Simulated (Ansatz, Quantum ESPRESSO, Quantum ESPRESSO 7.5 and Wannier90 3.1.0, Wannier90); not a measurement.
# straight W chain, spacing 2.09 Å: Wannier functions and conductance

How many channels does the wire offer, and does a small Wannier basis get them right? The wire: straight W chain, spacing 2.09 Å.

Program: Quantum ESPRESSO 7.5 and Wannier90 3.1.0. Level of theory: plane-wave DFT, PBE, GBRV ultrasoft pseudopotentials (cross-check by Ansatz 0.2.0 with PAW datasets). Results are calculated unless marked as measured.

### Step 1. Set-up

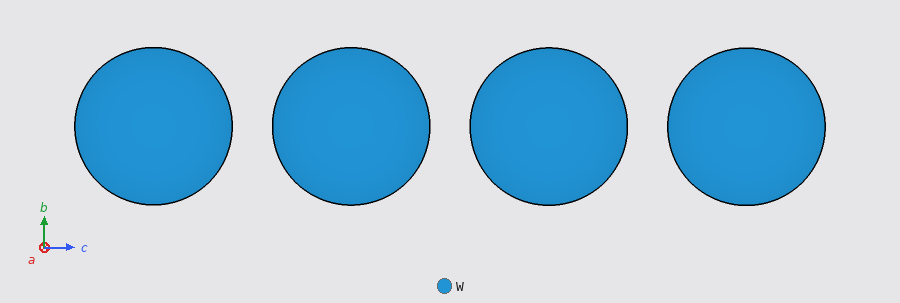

Start, viewed from the side, with the c axis across the page; tungsten blue. 1×1×3 cells are drawn. Some periodic images of atoms are drawn too.

The cell holds 1 atom: 1 W. Its edges and angles: a = 8.000 Å, b = 8.000 Å, c = 2.093 Å, α = 90.0°, β = 90.0°, γ = 90.0°. Vacuum lies along a and b. The structure's axis is c.

### Step 2. Self-consistent run

Input file scf.in:

```
&control
  prefix = 'scf'
  outdir = './out'
  pseudo_dir = './pseudo'
  calculation = 'scf'
  tprnfor = .true.
/
&system
  ibrav = 0
  nat = 1
  ntyp = 1
  ecutwfc = 34
  ecutrho = 170
  occupations = 'smearing'
  smearing = 'mv'
  degauss = 0.005
/
&electrons
  conv_thr = 1e-07
  mixing_beta = 0.4
  electron_maxstep = 120
  mixing_mode = 'local-TF'
/
ATOMIC_SPECIES
  W   183.8400  w_pbe_v1.2.uspp.F.UPF
CELL_PARAMETERS angstrom
  8.00000000000000 0.00000000000000 0.00000000000000
  0.00000000000000 8.00000000000000 0.00000000000000
  0.00000000000000 0.00000000000000 2.09250000000000
ATOMIC_POSITIONS crystal
  W   0.000000000000 0.000000000000 0.000000000000
K_POINTS automatic
  1 1 36 0 0 0
```

Launch:

```bash
OMP_NUM_THREADS=1 mpirun -n 4 pw.x -nk 2 -in scf.in > scf.out
```

What it wrote:

```text
Program PWSCF v.7.5 starts
[citation notice left out]

     Parallel version (MPI & OpenMP), running on       4 processor cores
     Number of MPI processes:                 4
     Threads/MPI process:                     1

     MPI processes distributed on     1 nodes
[...]
Current dimensions of program PWSCF are:
     Max number of different atomic species (ntypx) = 10
     Max number of k-points (npk) =  40000
     Max angular momentum in pseudopotentials (lmaxx) =  4
     Message from routine setup:
     using ibrav=0 with symmetry is DISCOURAGED, use correct ibrav instead

     K-points division:     npool     =       2
     R & G space division:  proc/nbgrp/npool/nimage =       2
     Subspace diagonalization in iterative solution of the eigenvalue problem:
     a serial algorithm will be used

     Parallelization info
     --------------------
     sticks:   dense  smooth     PW     G-vecs:    dense   smooth      PW
     Min        1546    1234    396                16934    12117    2208
     Max        1547    1235    397                16935    12118    2209
     Sum        3093    2469    793                33869    24235    4417

     Using Slab Decomposition

     bravais-lattice index     =            0
     lattice parameter (alat)  =      15.1178  a.u.
     unit-cell volume          =     903.7370 (a.u.)^3
     number of atoms/cell      =            1
     number of atomic types    =            1
     number of electrons       =        14.00
     number of Kohn-Sham states=           11
     kinetic-energy cutoff     =      34.0000  Ry
     charge density cutoff     =     170.0000  Ry
     scf convergence threshold =      1.0E-07
     mixing beta               =       0.4000
     number of iterations used =            8  local-TF  mixing
     Exchange-correlation= SLA  PW   PBE  PBE
                           (   1   4   3   4   0   0   0)

     celldm(1)=  15.117809  celldm(2)=   0.000000  celldm(3)=   0.000000
     celldm(4)=   0.000000  celldm(5)=   0.000000  celldm(6)=   0.000000

     crystal axes: (cart. coord. in units of alat)
               a(1) = (   1.000000   0.000000   0.000000 )
               a(2) = (   0.000000   1.000000   0.000000 )
               a(3) = (   0.000000   0.000000   0.261562 )

     reciprocal axes: (cart. coord. in units 2 pi/alat)
               b(1) = (  1.000000  0.000000  0.000000 )
               b(2) = (  0.000000  1.000000  0.000000 )
               b(3) = (  0.000000  0.000000  3.823178 )

     PseudoPot. # 1 for W  read from file:
     ./pseudo/w_pbe_v1.2.uspp.F.UPF
     Pseudo is Ultrasoft + core correction, Zval = 14.0
     Generated by new atomic code, or converted to UPF format
     Using radial grid of  923 points,  8 beta functions with:
                l(1) =   0
                l(2) =   0
                l(3) =   0
                l(4) =   1
                l(5) =   1
                l(6) =   2
                l(7) =   2
                l(8) =   3
     Q(r) pseudized with  6 coefficients,  rinner =    1.350   1.350   1.350
                                                       1.350   1.350   1.350
                                                       1.350

     atomic species   valence    mass     pseudopotential
     W                14.00   183.84000     W ( 1.00)

     16 Sym. Ops., with inversion, found

   Cartesian axes

     site n.     atom                  positions (alat units)
         1        W      tau(   1) = (   0.0000000   0.0000000   0.0000000  )

     number of k points=    19  Marzari-Vanderbilt smearing, width (Ry)=  0.0050
                       cart. coord. in units 2pi/alat
        k(    1) = (   0.0000000   0.0000000   0.0000000), wk =   0.0555556
        k(    2) = (   0.0000000   0.0000000   0.1061994), wk =   0.1111111
        k(    3) = (   0.0000000   0.0000000   0.2123988), wk =   0.1111111
        k(    4) = (   0.0000000   0.0000000   0.3185982), wk =   0.1111111
        k(    5) = (   0.0000000   0.0000000   0.4247976), wk =   0.1111111
        k(    6) = (   0.0000000   0.0000000   0.5309969), wk =   0.1111111
        k(    7) = (   0.0000000   0.0000000   0.6371963), wk =   0.1111111
        k(    8) = (   0.0000000   0.0000000   0.7433957), wk =   0.1111111
        k(    9) = (   0.0000000   0.0000000   0.8495951), wk =   0.1111111
        k(   10) = (   0.0000000   0.0000000   0.9557945), wk =   0.1111111
[...]
k(   19) = (   0.0000000   0.0000000  -1.9115890), wk =   0.0555556

     Dense  grid:    33869 G-vectors     FFT dimensions: (  64,  64,  18)

     Smooth grid:    24235 G-vectors     FFT dimensions: (  60,  60,  15)

     Estimated max dynamical RAM per process >      64.55 MB

     Estimated total dynamical RAM >     249.91 MB

     Check: negative core charge=   -0.000004

     Initial potential from superposition of free atoms

     starting charge      13.8997, renormalised to      14.0000

     negative rho (up, down):  6.579E-02 0.000E+00
     Starting wfcs are   13 randomized atomic wfcs

     total cpu time spent up to now is        0.4 secs

     per-process dynamical memory:    20.0 Mb

     Self-consistent Calculation

     iteration #  1     ecut=    34.00 Ry     beta= 0.40
     Davidson diagonalization with overlap
     ethr =  1.00E-02,  avg # of iterations =  2.3

     Threshold (ethr) on eigenvalues was too large:
     Diagonalizing with lowered threshold

     Davidson diagonalization with overlap
     ethr =  7.37E-04,  avg # of iterations =  1.0

     negative rho (up, down):  6.528E-02 0.000E+00

     total cpu time spent up to now is        1.1 secs

     total energy              =    -158.68950232 Ry
     estimated scf accuracy    <       0.11008614 Ry

     iteration #  2     ecut=    34.00 Ry     beta= 0.40
[...]
negative rho (up, down):  6.434E-02 0.000E+00

[...]
total energy              =    -158.65686671 Ry
     estimated scf accuracy    <       0.06347241 Ry

     iteration #  3     ecut=    34.00 Ry     beta= 0.40
[...]
negative rho (up, down):  6.460E-02 0.000E+00

[...]
total energy              =    -158.66358162 Ry
     estimated scf accuracy    <       0.00399549 Ry

     iteration #  4     ecut=    34.00 Ry     beta= 0.40
[...]
negative rho (up, down):  6.466E-02 0.000E+00

[...]
total energy              =    -158.66633150 Ry
     estimated scf accuracy    <       0.00428304 Ry

     iteration #  5     ecut=    34.00 Ry     beta= 0.40
[...]
negative rho (up, down):  6.467E-02 0.000E+00

[...]
total energy              =    -158.66486136 Ry
     estimated scf accuracy    <       0.00583912 Ry

     iteration #  6     ecut=    34.00 Ry     beta= 0.40
[...]
negative rho (up, down):  6.429E-02 0.000E+00

[...]
total energy              =    -158.66300836 Ry
     estimated scf accuracy    <       0.00323221 Ry

     iteration #  7     ecut=    34.00 Ry     beta= 0.40
[...]
negative rho (up, down):  6.449E-02 0.000E+00

[...]
total energy              =    -158.66549121 Ry
     estimated scf accuracy    <       0.00454604 Ry

     iteration #  8     ecut=    34.00 Ry     beta= 0.40
[...]
negative rho (up, down):  6.368E-02 0.000E+00

[...]
total energy              =    -158.66065704 Ry
     estimated scf accuracy    <       0.00765418 Ry

     iteration #  9     ecut=    34.00 Ry     beta= 0.40
[...]
negative rho (up, down):  6.359E-02 0.000E+00

[...]
total energy              =    -158.66503672 Ry
     estimated scf accuracy    <       0.00330284 Ry

     iteration # 10     ecut=    34.00 Ry     beta= 0.40
[...]
negative rho (up, down):  6.376E-02 0.000E+00

[...]
total energy              =    -158.66430742 Ry
     estimated scf accuracy    <       0.00306037 Ry

     iteration # 11     ecut=    34.00 Ry     beta= 0.40
[...]
negative rho (up, down):  6.380E-02 0.000E+00

[...]
total energy              =    -158.66368776 Ry
     estimated scf accuracy    <       0.00074763 Ry

     iteration # 12     ecut=    34.00 Ry     beta= 0.40
[...]
negative rho (up, down):  6.394E-02 0.000E+00

[...]
total energy              =    -158.66342109 Ry
     estimated scf accuracy    <       0.00077702 Ry

     iteration # 13     ecut=    34.00 Ry     beta= 0.40
[...]
negative rho (up, down):  6.392E-02 0.000E+00

[...]
total energy              =    -158.66348751 Ry
     estimated scf accuracy    <       0.00009413 Ry

     iteration # 14     ecut=    34.00 Ry     beta= 0.40
[...]
negative rho (up, down):  6.395E-02 0.000E+00

[...]
total energy              =    -158.66341270 Ry
     estimated scf accuracy    <       0.00019372 Ry

[...]
iteration # 17     ecut=    34.00 Ry     beta= 0.40
[...]
negative rho (up, down):  6.399E-02 0.000E+00

[...]
total energy              =    -158.66347583 Ry
     estimated scf accuracy    <       0.00008316 Ry

     iteration # 18     ecut=    34.00 Ry     beta= 0.40
[...]
negative rho (up, down):  6.399E-02 0.000E+00

[...]
total energy              =    -158.66345411 Ry
     estimated scf accuracy    <       0.00010183 Ry

     iteration # 19     ecut=    34.00 Ry     beta= 0.40
[...]
negative rho (up, down):  6.400E-02 0.000E+00

[...]
total energy              =    -158.66345542 Ry
     estimated scf accuracy    <       0.00000980 Ry

     iteration # 20     ecut=    34.00 Ry     beta= 0.40
[...]
negative rho (up, down):  6.400E-02 0.000E+00

[...]
total energy              =    -158.66346145 Ry
     estimated scf accuracy    <       0.00001419 Ry

     iteration # 21     ecut=    34.00 Ry     beta= 0.40
[...]
negative rho (up, down):  6.400E-02 0.000E+00

[...]
total energy              =    -158.66345787 Ry
     estimated scf accuracy    <       0.00001224 Ry

     iteration # 22     ecut=    34.00 Ry     beta= 0.40
[...]
negative rho (up, down):  6.399E-02 0.000E+00

[...]
total energy              =    -158.66345922 Ry
     estimated scf accuracy    <       0.00000032 Ry

     iteration # 23     ecut=    34.00 Ry     beta= 0.40
[...]
negative rho (up, down):  6.399E-02 0.000E+00

[...]
total energy              =    -158.66345910 Ry
     estimated scf accuracy    <       0.00000087 Ry

     iteration # 24     ecut=    34.00 Ry     beta= 0.40
[...]
negative rho (up, down):  6.399E-02 0.000E+00

[...]
End of self-consistent calculation

          k = 0.0000 0.0000 0.0000 (  3067 PWs)   bands (ev):

   -75.4320 -39.6224 -39.6224 -35.9079  -6.8910  -4.1603  -2.4601  -2.4469
     0.5669   0.5669   2.6119

          k = 0.0000 0.0000 0.1062 (  3039 PWs)   bands (ev):

   -75.4239 -39.6150 -39.6150 -35.9796  -6.7585  -4.1350  -2.4401  -2.4270
     0.5639   0.5639   2.6383

          k = 0.0000 0.0000 0.2124 (  3023 PWs)   bands (ev):

   -75.4002 -39.5934 -39.5934 -36.1915  -6.3676  -4.0592  -2.3805  -2.3674
     0.5482   0.5482   2.7173

          k = 0.0000 0.0000 0.3186 (  3011 PWs)   bands (ev):

   -75.3613 -39.5581 -39.5581 -36.5285  -5.7343  -3.9329  -2.2817  -2.2689
     0.4988   0.4988   2.8491

          k = 0.0000 0.0000 0.4248 (  3047 PWs)   bands (ev):

   -75.3085 -39.5103 -39.5103 -36.9702  -4.8837  -3.7559  -2.1451  -2.1328
     0.3769   0.3769   3.0337

          k = 0.0000 0.0000 0.5310 (  3039 PWs)   bands (ev):

   -75.2430 -39.4503 -39.4503 -37.4906  -3.8533  -3.5197  -1.9719  -1.9602
     0.1311   0.1311   3.2712

[...]
the Fermi energy is    -1.2889 ev

!    total energy              =    -158.66345920 Ry
     estimated scf accuracy    <       0.00000001 Ry
     smearing contrib. (-TS)   =      -0.00018392 Ry
     internal energy E=F+TS    =    -158.66327528 Ry

     The total energy is F=E-TS. E is the sum of the following terms:
     one-electron contribution =    -210.99851821 Ry
     hartree contribution      =     102.01839922 Ry
     xc contribution           =     -41.21887256 Ry
     ewald contribution        =      -8.46428373 Ry

     convergence has been achieved in  24 iterations

     negative rho (up, down):  6.399E-02 0.000E+00

     Forces acting on atoms (cartesian axes, Ry/au):

     atom    1 type  1   force =     0.00000000    0.00000000    0.00000000

     Total force =     0.000000     Total SCF correction =     0.000000

[...]
=------------------------------------------------------------------------------=
   JOB DONE.
=------------------------------------------------------------------------------=
```

It took 11 s on 4 MPI ranks of Arm Neoverse V2, shared host; peak memory 0.25 GiB; 43 s of CPU time.

Numbers from this step:

| Item | Value |
| --- | --- |
| free energy | -2158.7263 eV |
| Fermi energy | -1.289 eV |

The program's own clock; routines nest. Time by routine:

```tsv
routine	wall time (s)	calls
PWSCF	10.24	1
electrons	9.73	1
c_bands	4.33	25
cegterg	3.95	250
fftw	3.41	14984
h_psi	3.39	683
vloc_psi	3.09	683
sum_band	2.37	25
mix_rho	1.47	25
newd	1.33	25
ffts	0.74	2443
init_run	0.31	1
v_of_rho	0.26	25
calbec	0.21	973
```

The run needed 24 iterations to bring the estimated error under 1e-07 Ry.

### Step 3. Full uniform mesh without symmetry

Wannier90 needs the states on a whole uniform mesh, listed point by point, without symmetry.

Input file nscf.in:

```
&control
  prefix = 'nscf'
  outdir = './out'
  pseudo_dir = './pseudo'
  calculation = 'nscf'
/
&system
  ibrav = 0
  nat = 1
  ntyp = 1
  ecutwfc = 34
  ecutrho = 170
  occupations = 'smearing'
  smearing = 'mv'
  degauss = 0.005
  nosym = .true.
  noinv = .true.
  nbnd = 36
/
&electrons
  conv_thr = 1e-08
  mixing_beta = 0.4
  electron_maxstep = 120
  mixing_mode = 'local-TF'
  diago_full_acc = .true.
/
ATOMIC_SPECIES
  W   183.8400  w_pbe_v1.2.uspp.F.UPF
CELL_PARAMETERS angstrom
  8.00000000000000 0.00000000000000 0.00000000000000
  0.00000000000000 8.00000000000000 0.00000000000000
  0.00000000000000 0.00000000000000 2.09250000000000
ATOMIC_POSITIONS crystal
  W   0.000000000000 0.000000000000 0.000000000000
K_POINTS crystal
18
  0.0000000000 0.0000000000 0.0000000000 0.0555555556
  0.0000000000 0.0000000000 0.0555555556 0.0555555556
  0.0000000000 0.0000000000 0.1111111111 0.0555555556
  0.0000000000 0.0000000000 0.1666666667 0.0555555556
  0.0000000000 0.0000000000 0.2222222222 0.0555555556
  0.0000000000 0.0000000000 0.2777777778 0.0555555556
  0.0000000000 0.0000000000 0.3333333333 0.0555555556
  0.0000000000 0.0000000000 0.3888888889 0.0555555556
  0.0000000000 0.0000000000 0.4444444444 0.0555555556
  0.0000000000 0.0000000000 0.5000000000 0.0555555556
  0.0000000000 0.0000000000 0.5555555556 0.0555555556
  0.0000000000 0.0000000000 0.6111111111 0.0555555556
  0.0000000000 0.0000000000 0.6666666667 0.0555555556
  0.0000000000 0.0000000000 0.7222222222 0.0555555556
  0.0000000000 0.0000000000 0.7777777778 0.0555555556
  0.0000000000 0.0000000000 0.8333333333 0.0555555556
  0.0000000000 0.0000000000 0.8888888889 0.0555555556
  0.0000000000 0.0000000000 0.9444444444 0.0555555556
```

Launch:

```bash
cp -r out/scf.save out/nscf.save
cp out/scf.xml out/nscf.xml
OMP_NUM_THREADS=1 mpirun -n 4 pw.x -nk 1 -in nscf.in > nscf.out
```

What it wrote:

```text
[banner, memory and clock lines left out]
Program PWSCF v.7.5 starts
[citation notice left out]

[...]
bravais-lattice index     =            0
     lattice parameter (alat)  =      15.1178  a.u.
     unit-cell volume          =     903.7370 (a.u.)^3
     number of atoms/cell      =            1
     number of atomic types    =            1
     number of electrons       =        14.00
     number of Kohn-Sham states=           36
     kinetic-energy cutoff     =      34.0000  Ry
     charge density cutoff     =     170.0000  Ry
     Exchange-correlation= SLA  PW   PBE  PBE
                           (   1   4   3   4   0   0   0)

[...]
PseudoPot. # 1 for W  read from file:
     ./pseudo/w_pbe_v1.2.uspp.F.UPF
     Pseudo is Ultrasoft + core correction, Zval = 14.0
     Generated by new atomic code, or converted to UPF format
     Using radial grid of  923 points,  8 beta functions with:
                l(1) =   0
                l(2) =   0
                l(3) =   0
                l(4) =   1
                l(5) =   1
                l(6) =   2
                l(7) =   2
                l(8) =   3
     Q(r) pseudized with  6 coefficients,  rinner =    1.350   1.350   1.350
                                                       1.350   1.350   1.350
                                                       1.350

     atomic species   valence    mass     pseudopotential
     W                14.00   183.84000     W ( 1.00)

     No symmetry found

[...]
number of k points=    18  Marzari-Vanderbilt smearing, width (Ry)=  0.0050
[...]
Dense  grid:    33869 G-vectors     FFT dimensions: (  64,  64,  18)

     Smooth grid:    24235 G-vectors     FFT dimensions: (  60,  60,  15)

     Check: negative core charge=   -0.000004

     The potential is recalculated from file :
     ./out/nscf.save/charge-density

     negative rho (up, down):  6.399E-02 0.000E+00
     Starting wfcs are   13 randomized atomic wfcs +   23 random wfcs

     Band Structure Calculation
     Davidson diagonalization with overlap

     ethr =  7.14E-11,  avg # of iterations = 32.1
     Minimization algorithm failed to find Fermi energy: reverting to bisection
     Possible cause: smearing is larger than the electronic band-gap.

     End of band structure calculation

          k = 0.0000 0.0000 0.0000 (  3067 PWs)   bands (ev):

   -75.4320 -39.6225 -39.6225 -35.9076  -6.8905  -4.1603  -2.4601  -2.4470
     0.5669   0.5669   2.6110   3.8682   5.2802   5.2802   5.9336   5.9691
     6.8253   6.8253   8.7311   8.7311  10.2579  10.8340  11.1716  11.1716
    12.4024  12.7662  12.7662  13.0927  13.2915  13.4310  18.1334  18.1334
    19.2472  19.2840  19.2840  20.4419

          k = 0.0000 0.0000 0.2124 (  3023 PWs)   bands (ev):

   -75.4002 -39.5934 -39.5934 -36.1912  -6.3671  -4.0592  -2.3805  -2.3674
     0.5481   0.5481   2.7164   3.9695   5.2250   5.2250   6.0301   6.0747
     6.2962   6.2962   9.0620   9.0620  10.3623  10.9224  11.3708  11.3708
    12.5085  12.9021  12.9021  13.1964  13.3757  13.5289  18.2560  18.2560
    19.3528  19.6925  19.6925  20.5217

[...]
the Fermi energy is    -1.4137 ev
     (compare with:    -1.2889 eV, computed in scf)

[...]
```

Elapsed: 7.3 s, on 4 MPI ranks; peak memory 0.2 GiB.

Numbers from this step:

| Item | Value |
| --- | --- |
| Fermi energy | -1.414 eV |

The program's own clock; routines nest. Time by routine:

```tsv
routine	wall time (s)	calls
PWSCF	6.71	1
electrons	6.44	1
c_bands	6.44	1
cegterg	6.18	38
h_psi	3.76	633
vloc_psi	3.49	633
fftw	3.2	25344
cdiaghg	0.8	595
h_psi:calbec	0.13	633
calbec	0.13	633
init_run	0.12	1
s_psi	0.12	633
add_vuspsi	0.12	633
hinit0	0.05	1
```

### Step 4. Neighbour list from wannier90 -pp, with dis_win_max − E_F = 9.0

A first try, with customary settings: the .win file sets projections and windows, and states in the frozen window are kept exactly.

Input file wan_try.win:

```
num_wann = 9
num_bands = 36
num_iter = 200
num_print_cycles = 20
conv_tol = 1e-8
conv_window = 5
guiding_centres = true
dis_num_iter = 1500
dis_conv_tol = 1e-8
dis_win_min = -12.2889
dis_win_max = 7.7111
dis_froz_max = 0.2111
search_shells = 120
fermi_energy = -1.2889

transport = true
transport_mode = bulk
one_dim_axis = z
dist_cutoff = 18.73
dist_cutoff_mode = one_dim
tran_win_min = -4.0
tran_win_max = 2.0
tran_energy_step = 0.02

bands_plot = true
bands_num_points = 96
begin kpoint_path
G 0.0 0.0 0.0 Z 0.0 0.0 0.5
end kpoint_path

begin projections
W:s;p;d
end projections

begin unit_cell_cart
ang
  8.0000000000 0.0000000000 0.0000000000
  0.0000000000 8.0000000000 0.0000000000
  0.0000000000 0.0000000000 2.0925000000
end unit_cell_cart

begin atoms_frac
  W  0.0000000000 0.0000000000 0.0000000000
end atoms_frac

mp_grid = 1 1 18
begin kpoints
  0.0 0.0 0.0000000000
  0.0 0.0 0.0555555556
  0.0 0.0 0.1111111111
  0.0 0.0 0.1666666667
  0.0 0.0 0.2222222222
  0.0 0.0 0.2777777778
  0.0 0.0 0.3333333333
  0.0 0.0 0.3888888889
  0.0 0.0 0.4444444444
  0.0 0.0 0.5000000000
  0.0 0.0 0.5555555556
  0.0 0.0 0.6111111111
  0.0 0.0 0.6666666667
  0.0 0.0 0.7222222222
  0.0 0.0 0.7777777778
  0.0 0.0 0.8333333333
  0.0 0.0 0.8888888889
  0.0 0.0 0.9444444444
end kpoints
```

Launch:

```bash
OMP_NUM_THREADS=1 wannier90.x -pp wan_try > wan_try.pp.log
```

Run time: 0.48 s. Hardware: 1 MPI rank; peak memory 0.08 GiB.

[end of part 1 of 6]

[Logs are printed without paths, hosts, clocks, repeated set-up lines and the standing remarks that a program may print on its own settings, such as how far it seeks lower states.]

[Hosts, paths, dates, database ids (printed as entryN), source tags and the programs' standing remarks are cut or masked in the printed files.]

[Maps of the electrostatic potential energy from Ansatz leave out the sawtooth potential of an applied field or a dipole correction, so their vacuum need not be flat; planar profiles and work functions include it.]
